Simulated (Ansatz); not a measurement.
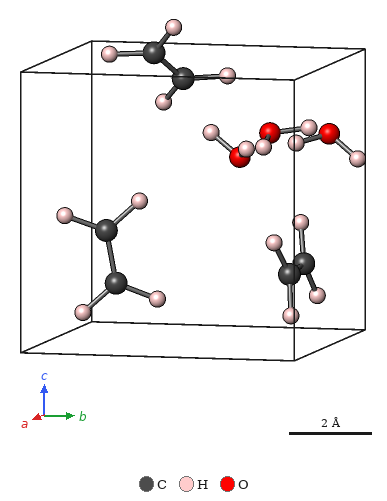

Starting frame of a dynamics run of a periodic cell with 3 C2H4 + 3 H2O at 0.683 g/cm³. Style: ball-and-stick. Shown: the simulation cell, slightly off an axis.

Level of theory: DFT PBE, scalar-relativistic, plane waves, PAW (Ansatz).

Input file:
```yaml
accuracy: low
crystal:
  lattice:
    - [6.952053, 0.0, 0.0]
    - [0.0, 6.952053, 0.0]
    - [0.0, 0.0, 6.952053]
  atoms:
    - { symbol: C, position: [0.02020515, 0.33686042, 0.8745332] }
    - { symbol: C, position: [0.16443271, 0.26755288, 0.98038954] }
    - { symbol: H, position: [-0.06359736, 0.24380923, 0.7793424] }
    - { symbol: H, position: [-0.02443452, 0.48751129, 0.88377147] }
    - { symbol: H, position: [0.20494186, 0.11532042, 0.97551572] }
    - { symbol: H, position: [0.24186321, 0.35940578, 1.08223325] }
    - { symbol: C, position: [0.66890275, 0.22410089, 0.40208435] }
    - { symbol: C, position: [0.65385765, 0.25606627, 0.21365184] }
    - { symbol: H, position: [0.63989177, 0.33756271, 0.50690432] }
    - { symbol: H, position: [0.71473918, 0.08405498, 0.4560827] }
    - { symbol: H, position: [0.61338325, 0.39644394, 0.1565562] }
    - { symbol: H, position: [0.68883881, 0.1433838, 0.10986712] }
    - { symbol: C, position: [-0.09804609, 0.74713562, 0.21407507] }
    - { symbol: C, position: [0.09321396, 0.74426133, 0.1971075] }
    - { symbol: H, position: [-0.19226417, 0.77203709, 0.09071374] }
    - { symbol: H, position: [-0.16726499, 0.71794616, 0.35215463] }
    - { symbol: H, position: [0.16194271, 0.76737901, 0.05764484] }
    - { symbol: H, position: [0.18694078, 0.71232839, 0.31894302] }
    - { symbol: O, position: [0.03480501, 0.87477849, 0.69489404] }
    - { symbol: H, position: [0.06631057, 0.98669341, 0.6123953] }
    - { symbol: H, position: [0.14089505, 0.78109497, 0.67072612] }
    - { symbol: O, position: [0.64925205, 0.81706227, 0.76412837] }
    - { symbol: H, position: [0.60536828, 0.94821746, 0.78164441] }
    - { symbol: H, position: [0.78776618, 0.82910382, 0.72970762] }
    - { symbol: O, position: [0.33128755, 0.62483813, 0.63763956] }
    - { symbol: H, position: [0.30689446, 0.51343228, 0.71913629] }
    - { symbol: H, position: [0.45566059, 0.68064362, 0.68122938] }
basis:
  ecutwfc: 420.0
kpoints:
  mp_grid: { grid: [1, 1, 1] }
hamiltonian:
  xc: pbe
scf:
  occupations: { method: fermi_dirac, width: 0.05 }
  lower_state_search: "off"
md:
  timestep: 0.75
  n_steps: 300
  ensemble: nvt_langevin
  temperature: 250.0
  initial_velocities: maxwell_boltzmann
  seed: 26546
  friction: 0.02
```

Launched with:
```bash
ansatz run input.yaml --threads 1 --pin off --max-ram 3072MiB --backend cpu --events-out ev --progress --plain --runs-dir out
```

What does the trajectory do?

Over the second half the temperature averages 238 K (spread ±34 K). The potential energy in the second half lies on average 25.2 meV per atom above the first frame. In the second half of the run the atoms are, in the root-mean-square, this far from where they began (common drift taken out): H 0.78 Å, O 0.45 Å, C 0.36 Å. The heavy atoms stay within a fraction of a molecule's size of their starting places, while the hydrogen atoms travel further, as molecules turn; so short a run doesn't tell a liquid from a solid.

Along the run (each row but the first and the last is the mean over the interval that it begins):

```csv
time (fs),potential energy (meV/atom),T (K)
0.0,0.0,241
37.5,18.0,210
75.0,23.7,189
112.5,26.0,219
150.0,25.9,253
187.5,23.7,241
225.0,22.3,253
```

The paths of the atoms:

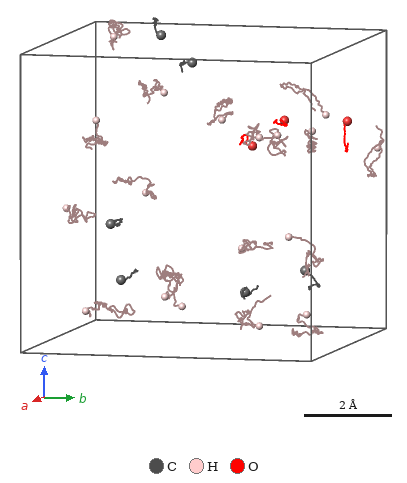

Limits of the set-up: the program's low-accuracy preset was used; the periodic images lie only 7.0 Å apart, so the values are limited by the cell's size.

Cost: 2.7 min on 1 thread of AMD EPYC 9R45 96-Core Processor (Zen 5), with other jobs on the host, peak memory 0.45 GiB.
